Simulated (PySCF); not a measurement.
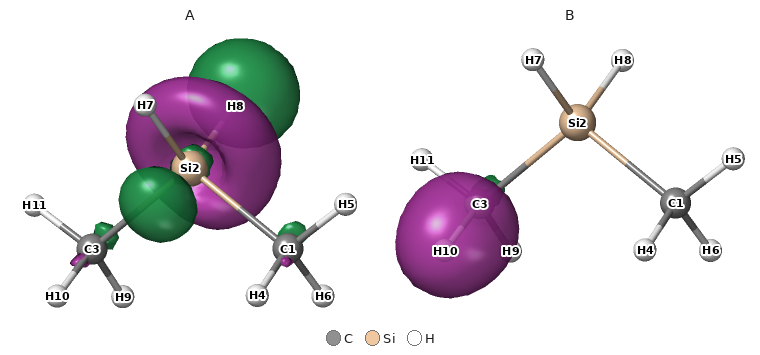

C$_{2}$H$_{8}$Si, SMILES `C[SiH2]C`. Intrinsic bond orbitals (IBO), occupied and valence-virtual; each surface holds about 70 % of the orbital's density. Energies are diagonal elements of the Fock matrix.

Method: BP86/def2-TZVP; geometry: GFN2-xTB; program: PySCF. No frequency check shows the geometry to be a minimum.

Cartesian coordinates (Å):

```
C1      -1.5493    0.5266    0.0019
Si2      0.0000   -0.5714    0.0000
C3       1.5492    0.5266   -0.0020
H4      -1.5810    1.1682    0.8782
H5      -2.4543   -0.0734   -0.0089
H6      -1.5833    1.1680   -0.8743
H7       0.0006   -1.4231    1.1976
H8      -0.0007   -1.4232   -1.1975
H9       1.5809    1.1682   -0.8783
H10      1.5830    1.1684    0.8742
H11      2.4542   -0.0733    0.0089
```

Identify each orbital.

By panel:
- A: σ* orbital Si2–H8 (Si2 55 %, H8 43 %; 5.1 eV)
- B: σ bond C3–H10 (C3 57 %, H10 42 %; −11.7 eV)
